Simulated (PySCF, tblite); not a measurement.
# C₄H₃F₅O: geometry, infrared bands and NMR shifts

What infrared bands and NMR shifts should C₄H₃F₅O (`COC(=C(F)F)C(F)(F)F`) show?

The runs use tblite 0.8.0 and PySCF 2.14.0, with density-fitted response routines of our own; the level of theory stands in each step. All values are computed, except where a source is named. Atoms are numbered from 0 throughout.

## (1) The starting structure

13 atoms, charge 0, multiplicity 1; geometry from: force field or distance geometry start.

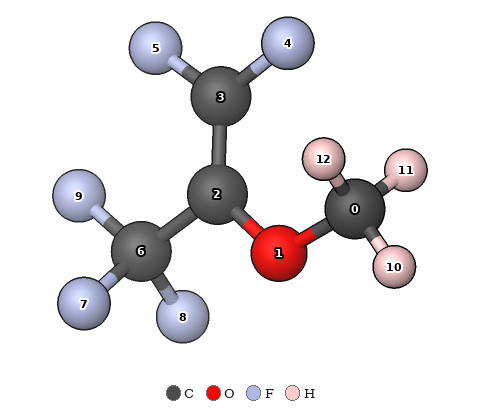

The starting geometry (carbon dark grey, oxygen red, fluorine light blue, hydrogen pink), atoms numbered; sticks join atoms by distance.

## (2) Optimising the geometry with GFN2-xTB

Job settings and geometry (Å):

```
{"job": {"kind": "relax", "xc": "GFN2-xTB", "basis": "xTB"}, "charge": 0, "multiplicity": 1}
C      2.025900     0.043000     0.077000
O      0.833700    -0.511200    -0.496000
C     -0.391200    -0.057700    -0.057500
C     -0.627500     0.906900     0.849600
F      0.388600     1.526900     1.492200
F     -1.892100     1.256100     1.179500
C     -1.551100    -0.734500    -0.746200
F     -1.525300    -2.075100    -0.519600
F     -1.499400    -0.566600    -2.089300
F     -2.782100    -0.309200    -0.343600
H      2.874500    -0.449200    -0.386400
H      2.082700     1.112200    -0.142700
H      2.058800    -0.141000     1.165100
```

Started as:

```console
$ OMP_NUM_THREADS=1 python probes_run.py task.json out
```

This one command runs all jobs of the session in turn.

Output:

```text
step      E/eV     max force
  0   -1028.01585    1.656
  1   -1028.12588    1.028
  2   -1028.18206    0.613
  3   -1028.20692    0.472
  4   -1028.22107    0.572
  5   -1028.22870    0.277
  6   -1028.23310    0.200
  7   -1028.23575    0.178
  8   -1028.23889    0.203
  9   -1028.24157    0.187
 10   -1028.24326    0.110
 11   -1028.24460    0.119
 12   -1028.24635    0.157
 13   -1028.24857    0.215
 14   -1028.25032    0.156
 15   -1028.25112    0.054
 16   -1028.25149    0.050
 17   -1028.25181    0.058
 18   -1028.25207    0.052
 19   -1028.25223    0.031
 20   -1028.25234    0.025
 21   -1028.25243    0.033
 22   -1028.25252    0.031
 23   -1028.25259    0.025
 24   -1028.25264    0.020
 25   -1028.25269    0.027
 26   -1028.25274    0.028
 27   -1028.25277    0.016
 28   -1028.25278    0.010
 29   -1028.25279    0.008
```

Run time: 0.28 s. Hardware: 1 thread of Arm Neoverse N1, shared host.

Along the way:

```csv
step,energy from step 0 (eV),largest force (eV/Å)
0,0.0000,1.6561
1,-0.1100,1.0276
2,-0.1662,0.6131
3,-0.1911,0.4716
4,-0.2052,0.5716
5,-0.2128,0.2767
6,-0.2172,0.2001
7,-0.2199,0.1782
8,-0.2230,0.2026
9,-0.2257,0.1870
10,-0.2274,0.1103
11,-0.2287,0.1188
12,-0.2305,0.1571
13,-0.2327,0.2148
14,-0.2345,0.1564
15,-0.2353,0.0545
16,-0.2356,0.0498
17,-0.2360,0.0577
18,-0.2362,0.0516
19,-0.2364,0.0310
20,-0.2365,0.0251
21,-0.2366,0.0334
22,-0.2367,0.0312
23,-0.2367,0.0254
24,-0.2368,0.0204
25,-0.2368,0.0271
26,-0.2369,0.0279
27,-0.2369,0.0165
28,-0.2369,0.0105
29,-0.2369,0.0081
```

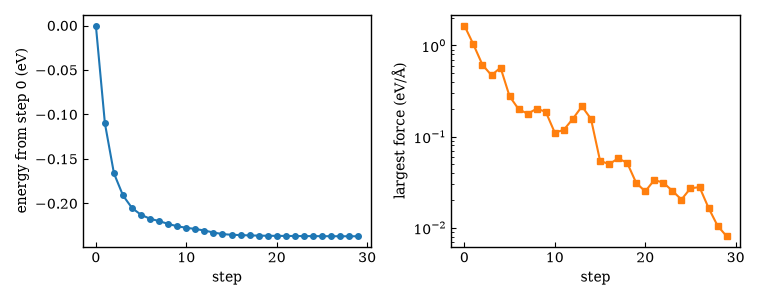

Energy and force, step by step.

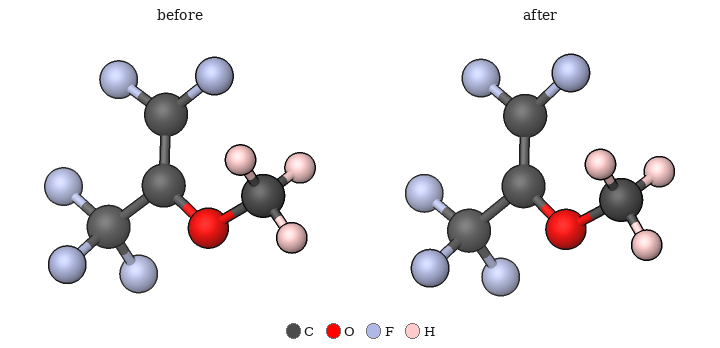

The geometry before (left) and after (right).

Distances of close pairs at the start and the end, largest changes first:

```csv
bond,before (Å),after (Å),change (Å)
C6–F9,1.363,1.330,-0.033
C3–F5,1.353,1.323,-0.030
O1–C2,1.378,1.350,-0.028
C6–F7,1.360,1.337,-0.023
C3–F4,1.353,1.331,-0.022
C6–F8,1.355,1.337,-0.018
C0–O1,1.434,1.418,-0.016
C0–H12,1.104,1.092,-0.012
```

The final coordinates are the input of the step that follows.

## (3) Harmonic vibrations with GFN2-xTB

Job settings and geometry (Å):

```
{"job": {"kind": "ir", "xc": "GFN2-xTB", "basis": "xTB"}, "charge": 0, "multiplicity": 1}
C      1.994446     0.022328     0.056227
O      0.789072    -0.502083    -0.475087
C     -0.394836    -0.026038    -0.034556
C     -0.634903     0.919431     0.875855
F      0.285434     1.602785     1.552372
F     -1.841856     1.319113     1.242274
C     -1.520060    -0.750865    -0.754898
F     -1.453379    -2.067553    -0.532092
F     -1.426491    -0.574720    -2.076977
F     -2.738980    -0.357276    -0.395459
H      2.784097    -0.522163    -0.456378
H      2.088891     1.090140    -0.150680
H      2.064177    -0.152613     1.131672
```

Output:

```text
mode    cm-1     km/mol
  1     -20.2      0.32
  2      70.1      3.18
  3     117.7      0.43
  4     159.3      1.91
  5     197.6      2.63
  6     223.4      2.14
  7     270.0      5.31
  8     299.0      1.22
  9     345.3      1.11
 10     356.8      9.80
 11     410.1     24.38
 12     445.5      8.98
 13     455.3     11.72
 14     530.2      4.74
 15     584.5      0.37
 16     638.9     35.72
 17     718.9      5.45
 18     968.1    104.56
 19    1022.7    238.03
 20    1066.0    326.03
 21    1096.0     85.95
 22    1109.0      7.32
 23    1147.6    148.33
 24    1173.2     35.09
 25    1216.1    483.48
 26    1253.2    167.89
 27    1396.9      2.66
 28    1457.1     14.32
 29    1462.6     12.04
 30    1778.5     65.62
 31    2979.2     15.28
 32    2985.6     13.54
 33    3046.2      1.45
```

It took 0.63 s on 1 thread of Arm Neoverse N1, shared host.

The strongest bands and the atoms that carry them (share of the mass-weighted mode):

```csv
cm⁻¹,km/mol,atoms
968,104.6,"C2 29 %, C6 13 %, C0 11 %, F4 11 %"
1023,238.0,"C0 26 %, O1 23 %, C2 14 %, H10 12 %"
1066,326.0,"C6 74 %, F7 13 %, F8 13 %"
1096,86.0,C6 62 %
1148,148.3,"C6 24 %, H10 19 %, C0 16 %, O1 15 %"
1216,483.5,"C3 48 %, O1 16 %, F5 15 %"
1253,167.9,"C2 49 %, C6 27 %, O1 12 %"
1778,65.6,"C3 48 %, C2 47 %"
```

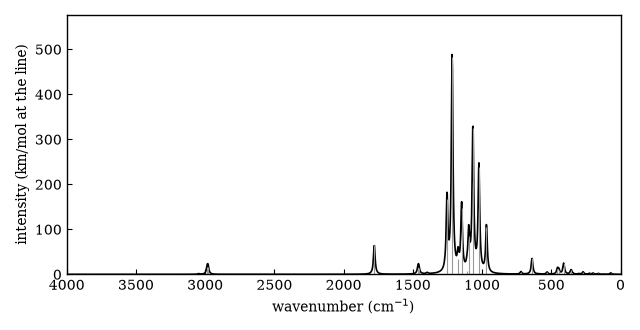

The infrared spectrum from these modes, unscaled. Lines are broadened to a width of 14 cm⁻¹ (Lorentzian).

## (4) Nuclear shieldings: PBE0/pcSseg-1

Same as in step 3 but for these lines:

```diff
@@ -1,2 +1,2 @@
-{"job": {"kind": "ir", "xc": "GFN2-xTB", "basis": "xTB"}, "charge": 0, "multiplicity": 1}
+{"job": {"kind": "nmr", "xc": "PBE0", "basis": "pcSseg-1"}, "charge": 0, "multiplicity": 1}
 C      1.994446     0.022328     0.056227
```

With the program's defaults for keys left out, this is: GIAO PBE0/pcSseg-1 NMR shielding, non-relativistic, gas phase.

Output:

```text
coarse grid: 12720 points
cycle   1  E = -727.5107817938  dE =  1.843e+00  |g| = 1.142e+00  |ddm| = 3.378e+00
cycle   2  E = -727.1807573355  dE =  3.300e-01  |g| = 1.838e+00  |ddm| = 1.739e+00
cycle   3  E = -727.7245397997  dE = -5.438e-01  |g| = 1.712e-01  |ddm| = 1.200e+00
cycle   4  E = -727.7282761364  dE = -3.736e-03  |g| = 1.024e-01  |ddm| = 2.014e-01
cycle   5  E = -727.7300997445  dE = -1.824e-03  |g| = 2.177e-02  |ddm| = 8.697e-02
cycle   6  E = -727.7301874309  dE = -8.769e-05  |g| = 7.709e-03  |ddm| = 1.994e-02
cycle   7  E = -727.7302003480  dE = -1.292e-05  |g| = 1.317e-03  |ddm| = 6.148e-03
cycle   8  E = -727.7302006368  dE = -2.889e-07  |g| = 3.121e-04  |ddm| = 1.121e-03
final grid: 130176 points
cycle   9  E = -727.8311795460  dE = -5.238e-05  |g| = 1.076e-02  |ddm| = 2.450e-02
cycle  10  E = -727.8311529403  dE =  2.661e-05  |g| = 1.657e-02  |ddm| = 1.670e-02
cycle  11  E = -727.8311995966  dE = -4.666e-05  |g| = 1.529e-03  |ddm| = 1.105e-02
cycle  12  E = -727.8312001038  dE = -5.072e-07  |g| = 4.562e-04  |ddm| = 1.593e-03
cycle  13  E = -727.8312001401  dE = -3.628e-08  |g| = 1.764e-04  |ddm| = 4.454e-04
cycle  14  E = -727.8312001458  dE = -5.739e-09  |g| = 3.179e-05  |ddm| = 1.305e-04
cycle  15  E = -727.8312001461  dE = -2.126e-10  |g| = 7.655e-06  |ddm| = 2.882e-05
converged SCF energy = -727.8312001461

GIAO shielding tensors (ppm)
atom      isotropic    diamagn.    paramagn.     s11        s22        s33       span
  0 C      127.386     245.370    -117.984    100.384    102.014    179.761     79.377
  1 O      279.456     397.606    -118.150    223.723    304.535    310.110     86.387
  2 C       65.739     256.684    -190.944     22.904     66.234    108.080     85.176
  3 C       21.894     249.083    -227.190    -33.065     42.682     56.064     89.129
  4 F      280.986     473.873    -192.887    258.286    279.714    304.959     46.673
  5 F      280.224     471.869    -191.645    248.889    289.809    301.974     53.085
  6 C       57.075     237.740    -180.665     48.777     58.904     63.546     14.769
  7 F      248.024     471.730    -223.706    170.156    239.563    334.352    164.196
  8 F      248.071     471.717    -223.646    170.223    239.636    334.354    164.132
  9 F      264.222     469.893    -205.671    189.529    260.215    342.921    153.393
 10 H       27.644      28.338      -0.694     23.465     25.662     33.805     10.340
 11 H       27.765      29.578      -1.813     24.094     25.990     33.212      9.118
 12 H       27.768      29.581      -1.813     24.103     25.986     33.215      9.112
```

It took 64 s on 1 thread of Arm Neoverse N1, shared host; peak memory 0.81 GiB.

Shifts follow as δ = σ(reference) − σ, with reference shieldings (ppm) from runs at the same level and on the same kind of geometry: 1H TMS 31.72, 13C TMS 186.9, 19F CFCl3 170.9, 17O H2O 336.1. The references are single molecules in the gas phase, so shifts against H2O, NH3, PH3, H3PO4 or CFCl3 are not on the usual liquid scales and can be off by tens of ppm. Atoms listed in one row are averaged.

```csv
atoms,environment,σ (ppm),δ (ppm),δ scaled to CDCl3
C3,β carbon of an enol-ether or enamine type C=C,21.9,165.0,159.2
C6,CF3 carbon,57.1,129.8,124.8
C2,alkene carbon bearing oxygen,65.7,121.2,116.4
C0,methyl carbon bonded to O,127.4,59.5,56.2
"H10, H11, H12",hydrogen on a methyl carbon bonded to O,27.73,3.99,3.87
O1,ether oxygen,279.5,56.6,–
"F7, F8, F9",fluorine of a CF3 group,253.4,-82.5,–
F5,vinylic fluorine,280.2,-109.3,–
F4,vinylic fluorine,281.0,-110.0,–
```

The scaled column applies a straight-line fit of computed shieldings to shifts measured in CDCl3, and one for carbons that bear F (root-mean-square error 0.16 ppm for H, 1.9 ppm for C).

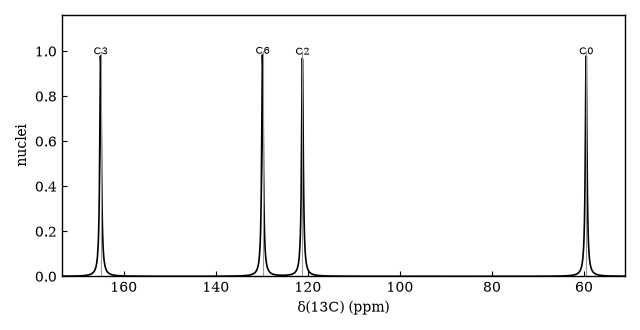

13C lines at the computed shifts, without couplings. Lines are broadened to a width of 0.42 ppm (Lorentzian).

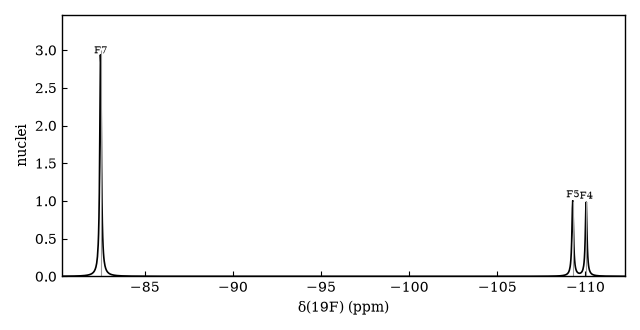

19F lines at the computed shifts, without couplings. Lines are broadened to a width of 0.11 ppm (Lorentzian).

The run also stored atomic charges by several schemes (e):

```csv
atoms,Mulliken,IAO,Hirshfeld,ESP fit
C0,-0.03,-0.21,-0.03,-0.19
O1,-0.48,-0.32,-0.11,-0.18
C2,-0.13,0.04,-0.01,-0.11
C3,0.61,0.48,0.14,0.41
F4,-0.25,-0.24,-0.05,-0.16
F5,-0.22,-0.23,-0.06,-0.15
C6,0.90,0.81,0.25,0.42
"F7, F8, F9",-0.26,-0.27,-0.09,-0.15
```

Hirshfeld charges:

C0 -0.03; O1 -0.11; C2 -0.01; C3 0.14; F4 -0.05; F5 -0.06; C6 0.25; F7 -0.10; F8 -0.10; F9 -0.09; H10 0.06; H11 0.04; H12 0.04

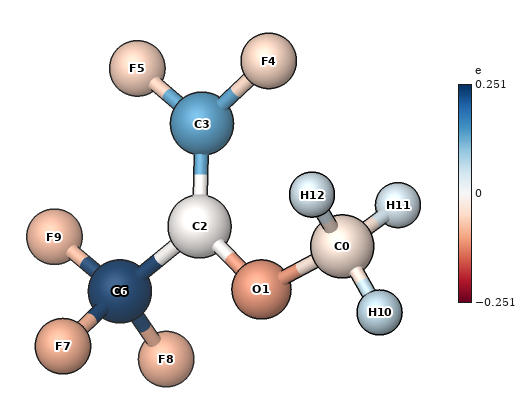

Hirshfeld charges, as colours on the atoms.

Mayer bond orders: C0–O1 0.87, O1–C2 1.05, C2–C3 1.67, C3–F4 0.98, C3–F5 1.03, C2–C6 0.95, C6–F7 1.02, C6–F8 1.02, C6–F9 1.03.

The fields below are evaluated on a grid from the run's orbitals.

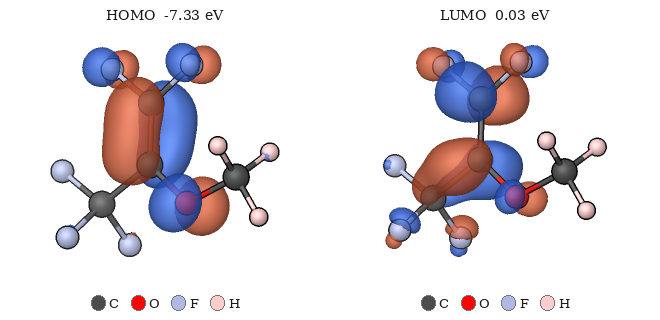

PBE0/pcSseg-1 orbitals near the gap, drawn at the value that encloses 70 % of each; the two colours are the two signs.

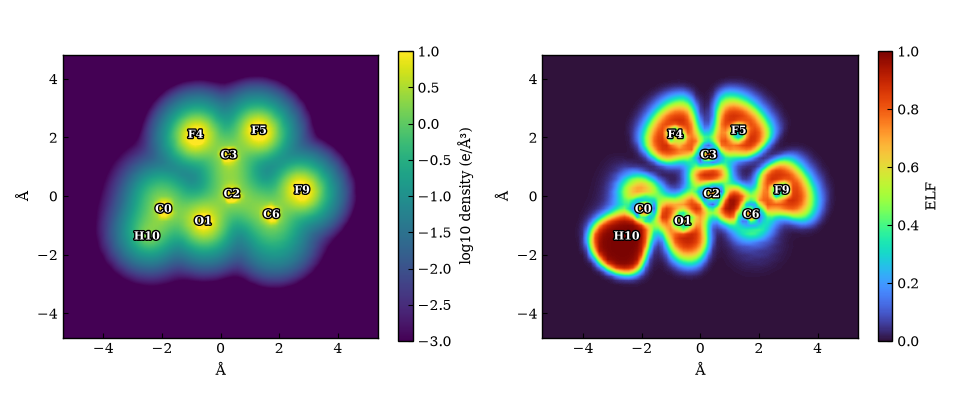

Density (left) and ELF (right) in a plane through or near 9 of the atoms.

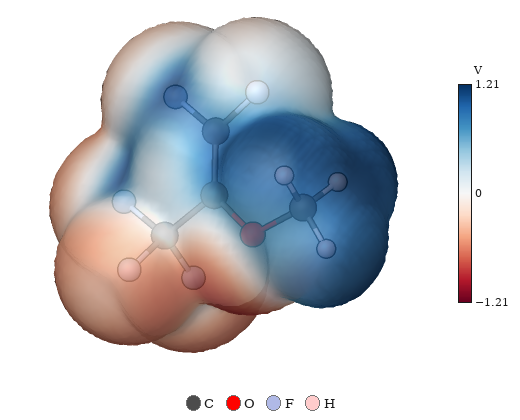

Electrostatic potential on the surface of density 0.002 e/bohr³; red is low, blue high. It runs from -0.79 V near O1 to 1.21 V near H10.

## (5) What came out

| quantity | value |
| --- | --- |
| strongest single infrared mode (GFN2-xTB) | 1216 cm⁻¹, 483 km/mol |
| zero-point energy (GFN2-xTB) | 44.3 kcal/mol |
| 13C shifts against TMS (PBE0/pcSseg-1) | 165.0, 129.8, 121.2, 59.5 ppm |
| 1H shifts against TMS (PBE0/pcSseg-1, means over atoms taken as alike) | 3.99 ppm |
| 17O shifts against H2O (PBE0/pcSseg-1) | 56.6 ppm |
| 19F shifts against CFCl3 (PBE0/pcSseg-1, means over atoms taken as alike) | -82.5, -109.3, -110.0 ppm |
| surface potential, least and greatest | -0.79 V and 1.21 V |

What this shows: Relaxing lowered the energy by 0.237 eV in 29 steps; the close pair that moved most is C6–F9, from 1.363 to 1.330 Å. The lowest mode is imaginary (20i cm⁻¹), so the xTB geometry is not a minimum. The strongest single mode, at 1216 cm⁻¹, has its largest shares on C3, O1 and F5 (the list is cut at 3 atoms). Unscaled tight-binding wavenumbers are off by several per cent, some by more. Its intensities can rank the bands wrongly. At PBE0/pcSseg-1: Shielding is most anisotropic at F7, F8, F9 (span 161 ppm, paramagnetic term -218 ppm).
